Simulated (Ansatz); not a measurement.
# An extra electron or hole in a frame of liquid (Cs,K,Rb)(I,F) from 1300 K (108 atoms): runs compared

Does an extra electron or hole in a frame of liquid (Cs,K,Rb)(I,F) from 1300 K (108 atoms) stay spread out, or do the atoms trap it?

Computed with Ansatz 0.2.0: Kohn-Sham DFT, PBE, PAW (set soft_2, large core), plane waves.

## (1) The cell as built

The cell holds 108 atoms: 22 Cs, 22 K, 10 Rb, 40 I and 14 F. Cell: a = 18.089 Å, b = 18.089 Å, c = 18.089 Å, α = 90.0°, β = 90.0°, γ = 90.0°. 108 atoms (22 Cs, 22 K, 10 Rb, 40 I, 14 F) placed at random at 2.8 g/cm³, melted at 1800 K for 10 ps at fixed volume with the Lennard-Jones and Coulomb ion parameters for SPC/E (Joung and Cheatham, J. Phys. Chem. B 112, 9020 (2008)), full charges. Snapshot at the end of a hold of 20 ps at 1300 K and fixed volume.

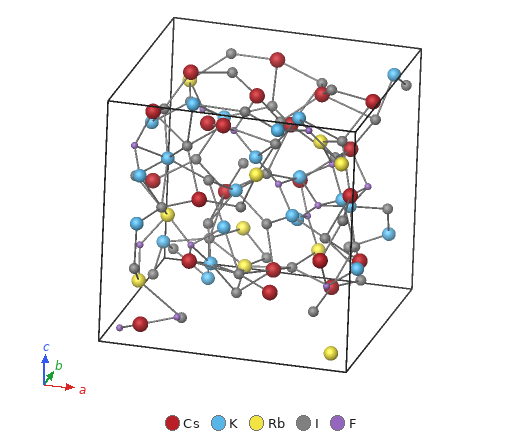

The cell as built. Bonds to atoms that aren't drawn are left out.

What the set-up can't give: The starting topology of bonds comes from the classical model, and needn't be the one that DFT or experiment would give. The ion parameters were fitted for water, not for melts, so the starting structure of this cell may lie well off the real melt's. The Brillouin zone is sampled at Γ only, in a cell whose shortest periodic width is 18 Å. Spin–orbit coupling is left out, which matters for the levels of the heavy elements. The liquid is relaxed first, so the results are those of a frozen frame at zero temperature.

## (2) The reference run

The reference is a single point at the end of the relaxation.

The charged cells start from the geometry of this run, on a uniform background, with spin and a narrow Fermi–Dirac smearing.

Its input, with most atom lines left out:

```yaml
crystal:
  lattice:
    - [18.0892, 0.0, 0.0]
    - [0.0, 18.0892, 0.0]
    - [0.0, 0.0, 18.0892]
  atoms:
    - { symbol: Cs, position: [0.95065, 0.28628, 0.62021] }
    - { symbol: Cs, position: [0.30039, 0.73943, 0.35971] }
    - { symbol: Cs, position: [0.35436, 0.3478, 0.88442] }
    - { symbol: Cs, position: [0.5535, 0.81571, 0.66413] }
    - { symbol: Cs, position: [0.02091, 0.67554, 0.46258] }
    - { symbol: Cs, position: [0.26396, 0.1214, 0.31053] }
    - { symbol: Cs, position: [0.80078, 0.68643, 0.64249] }
    [... atom lines 8 to 108 left out ...]
kpoints:
  mp_grid: { grid: [1, 1, 1] }
hamiltonian:
  xc: pbe
  pseudopotentials: { kind: paw, core: large }
scf:
  occupations: { method: fermi_dirac, width: 0.112 }
output:
  forces: true
  stress: true
  populations: true
  dos:
    method: { smearing: { sigma: 0.08 } }
    de: 0.1
    projected: { site_lists: { Cs: [Cs], F: [F], I: [I], K: [K], Rb: [Rb] } }
  eigenvalues: true
  write_density: true
  write_potential: true
  volumetric_format: npy
  elf: true
```

| Quantity | Value |
| --- | --- |
| free energy per atom | -3791.0841 eV/atom |
| r.m.s. force component | 0.0084 eV/Å |
| pressure | -0.1927 GPa |

Filled and empty levels are parted by 3.17 eV (at Γ alone); a semilocal functional tends to put such gaps too low. In a disordered cell it changes from sample to sample and from frame to frame.

## (3) The runs

Each row is one run, on 1 × NVIDIA H100 80GB HBM3 with 11 threads of AMD EPYC 7R13 (Zen 3), shared host. The free energy is the program's total, comparable only between runs with the same functional, potentials and atoms; between charge states it hangs on the program's zero of potential.

| run | atoms | outcome | ionic steps, all passes | free energy (eV) | time | host memory (GiB) | planned on the GPU (GiB) |
| --- | --- | --- | --- | --- | --- | --- | --- |
| Single point at the start | 108 | converged | - | -409422.305 | 6.7 s | 2.4 | 11 |
| Relaxation | 108 | converged | 29 | -409437.083 | 53 s | 2.5 | 11 |
| Single point at the relaxed geometry | 108 | converged | - | -409437.083 | 8 s | 2.5 | 12 |
| An extra electron, atoms held | 108 | converged | - | -409433.336 | 12 s | 2.7 | 19 |
| An extra electron, atoms relaxed | 108 | converged | 2 | -409433.336 | 11 s | 3.0 | 18 |
| An extra electron, levels at the relaxed geometry | 108 | converged | - | -409433.336 | 11 s | 2.7 | 19 |
| Neutral at the geometry of the electron | 108 | converged | - | -409437.083 | 5.8 s | 2.4 | 11 |
| An extra hole, atoms held | 108 | converged | - | -409437.480 | 13 s | 2.7 | 19 |
| An extra hole, atoms relaxed | 108 | converged | 12 | -409437.954 | 42 s | 2.8 | 18 |
| An extra hole, levels at the relaxed geometry | 108 | converged | - | -409437.954 | 10 s | 2.7 | 19 |
| Neutral at the geometry of the hole | 108 | converged | - | -409436.083 | 5.9 s | 2.4 | 11 |

In some runs the program notes that potentials were chosen by core size, the exchange-correlation potential is rough where the density is thin and starting moments were not kept.

Local excerpt of 9 atoms (numbers count through the whole input) about I90, which holds the most spin of the extra hole after relaxation; x, y, z are measured from there.

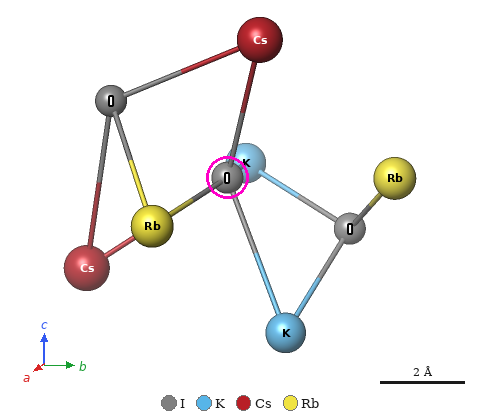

The atoms of the table, within 4.4 Å (arrows a, b, c point along x, y, z); some may hide others; the central atom is ringed.

```csv
atom,x,y,z,distance (Å),Löwdin charge (e),moment (μB)
I90,0.00,0.00,0.00,0.00,-0.34,0.39
I85,-1.95,2.54,-1.49,3.53,-0.48,0.24
I88,1.46,-2.51,2.03,3.54,-0.51,0.21
K43,-3.51,-0.39,-0.32,3.55,0.72,0.00
K36,0.68,1.60,-3.57,3.97,0.71,0.00
Cs11,0.29,-3.39,-2.30,4.10,0.75,0.00
Rb53,4.00,-0.88,-0.47,4.12,0.72,0.00
Cs2,1.79,1.23,3.75,4.33,0.76,0.00
Rb49,0.92,4.33,0.35,4.44,0.78,0.00
```

## (4) Energies and spread of the extra charge

Energies are differences within one cell and functional; the shift is the gain plus the neutral cell's energy at the new geometry, that is how much cheaper the vertical process becomes there. The spread is the participation number of the site moments (1/Σw², over the spin inside atomic spheres), with the atom that holds the largest share and the spin that the spheres hold in all.

```csv
carrier,"charged less neutral, atoms held (eV)",gain on relaxing (eV),"neutral cell at that geometry, less the reference (eV)",shift of the vertical energy (eV),"spread, atoms held","spread, relaxed"
electron,3.747,0.000,0.000,0.000,-,-
hole,-0.396,0.474,1.000,1.474,17; I85 12 % of 0.75 μB,3; I90 46 % of 0.85 μB
```

## (5) Findings

The extra electron gains 0 eV as the atoms relax: so small a gain shows no trapping at this level. The cell with the electron keeps a moment of only 0.00 μB where one unpaired electron should give 1 μB: the carrier is shared between both spins, which can hide trapping. The extra hole gains 0.47 eV as the atoms relax, and its spin goes from about 17 to 3 atoms: the atoms trap it, with the largest share on I90. Adding the two vertical energies gives 3.35 eV, against a gap of 3.17 eV in the neutral cell. The zero of the potential cancels in this sum; the excess isn't taken apart here: charging of a small cell, filling of bands on a coarse mesh and the attraction to the background can all enter.

Caveats: Single energies of charged cells hang on the program's zero of potential. In the spin-polarised runs the search for a state of lower energy was switched off. No distortion was seeded, so a trapped state behind a barrier can't be found. Local and semilocal functionals favour spread-out charges, so trapping can be missed. Charged cells carry a uniform background, with no correction for images.

The DFT runs together took 3 min of wall time.

[Logs are printed without paths, hosts, clocks, repeated set-up lines and the standing remarks that a program may print on its own settings, such as how far it seeks lower states.]

[Hosts, paths, dates, database ids (printed as entryN), source tags and the programs' standing remarks are cut or masked in the printed files.]
